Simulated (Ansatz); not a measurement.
# Cl2H2: the cost of one run

All numbers below are computed with Ansatz 0.2.0 (RKS CAM-B3LYP/def2-SVP).

## 1. The starting structure

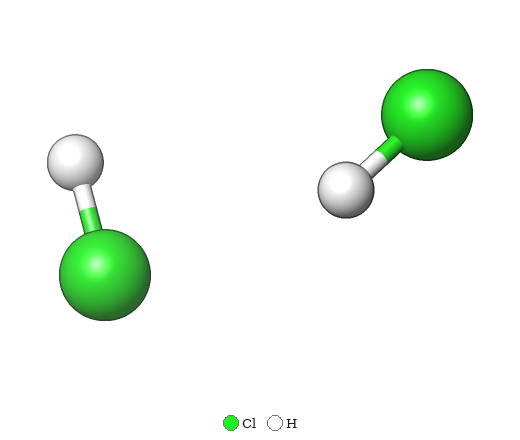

Start, viewed from a chosen angle; chlorine green, hydrogen white.

As a file:

```xyz
4

Cl   -0.5519    0.4265   -2.0571
H     0.3861   -0.1723   -1.4372
Cl    0.2583   -0.7234    1.5995
H    -0.0925    0.4692    1.8947
```

## 2. Preparing the start

File input.yaml:

```yaml
crystal:
  periodic: [false, false, false]
  atoms:
    - { symbol: Cl, position_ang: [-0.5519, 0.4265, -2.0571] }
    - { symbol: H, position_ang: [0.3861, -0.1723, -1.4372] }
    - { symbol: Cl, position_ang: [0.2583, -0.7234, 1.5995] }
    - { symbol: H, position_ang: [-0.0925, 0.4692, 1.8947] }
basis:
  gaussian: { orbitals: def2-SVP }
hamiltonian:
  xc: cam_b3lyp
relax:
  f_tol: 0.02
  max_steps: 40
scf:
  lower_state_search: "off"
output:
  orbitals: {}
```

On the command line:

```sh
$ ansatz run input.yaml --threads 1 --pin off --max-ram 2048MiB --backend cpu --events-out ev --progress --plain --runs-dir out
```

Q: Estimate wall time and peak memory on 1 thread of Intel Xeon Platinum 8259CL at 2.50GHz (Skylake/Cascade Lake), shared host.

About 6.7 s, with a peak of 0.11 GiB.
